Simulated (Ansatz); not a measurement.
In doubt: masses and optical values from hybrid runs of this build are listed as unsure (in some of the runs), which bears on the screening that GW takes from such a start.

Two G0W0 runs on CO2 (Pa-3).

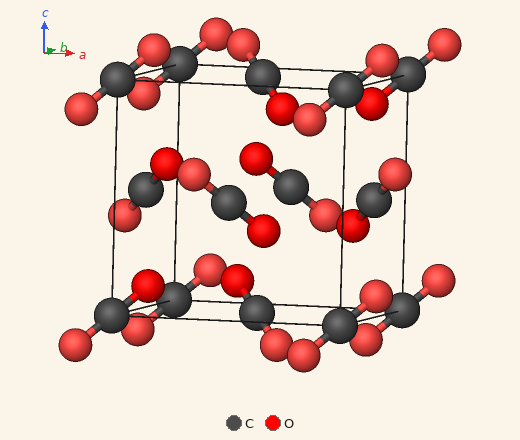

The structure (carbon dark grey, oxygen red). Some periodic images of atoms are drawn too.

```yaml
crystal:
  lattice:
    - [5.49707, 0.00000, 0.00000]
    - [0.00000, 5.49707, 0.00000]
    - [0.00000, 0.00000, 5.49707]
  atoms:
    - { symbol: C, position: [0.00000, 0.00000, 0.00000] }
    - { symbol: C, position: [0.50000, 0.00000, 0.50000] }
    - { symbol: C, position: [0.50000, 0.50000, 0.00000] }
    - { symbol: C, position: [0.00000, 0.50000, 0.50000] }
    - { symbol: O, position: [0.12254, 0.12254, 0.12254] }
    - { symbol: O, position: [0.37746, 0.87746, 0.62254] }
    - { symbol: O, position: [0.62254, 0.37746, 0.87746] }
    - { symbol: O, position: [0.87746, 0.62254, 0.37746] }
    - { symbol: O, position: [0.87746, 0.87746, 0.87746] }
    - { symbol: O, position: [0.62254, 0.12254, 0.37746] }
    - { symbol: O, position: [0.37746, 0.62254, 0.12254] }
    - { symbol: O, position: [0.12254, 0.37746, 0.62254] }
```

The cell and positions are those that the Materials Project relaxed with its own functionals (PBE, PBE+U or r2SCAN), kept fixed.

The first (Ansatz 0.2.0; start HSE06, 4×4×4 mesh, 910 empty bands, screening to 180 eV, PAW set soft_1 files; 1 × NVIDIA H100 80GB HBM3 (shared by 3 runs) with 4 threads of AMD EPYC 7R13 (Zen 3), shared host) gave, on its mesh: starting gap 8.62 eV, G0W0 gap 11.25 eV, RPA ε∞ (mean) 1.82, 2.5 min.

The second gave: starting gap 6.87 eV, G0W0 gap 10.50 eV, RPA ε∞ (mean) 1.94, 1.7 min.

**Question.** What was changed in the input? Choose among start, files, mesh, bands and cutoff, frequency model or another key.

Changed: start from HSE06 to PBE and frequency model from contour deformation to plasmon pole. A jump of this size in the start, with ε∞ moving the other way, marks another functional. Other changes could give like numbers; this is the one that was made.

Limits: not at the basis limit.

[Paths, hosts, dates, memory and timing lines, banners, echoed tables and standing remarks are left out of the program output.]

[Logs are printed without paths, hosts, clocks, repeated set-up lines and the standing remarks that a program may print on its own settings, such as how far it seeks lower states.]

[Runs of the session that timed out or met a known fault of the program may be left out.]

[Cells called generated may have been cut or substituted from an entry of the Crystallography Open Database or the Materials Project.]

[Hosts, paths, dates, database ids (printed as entryN), source tags and the programs' standing remarks are cut or masked in the printed files.]
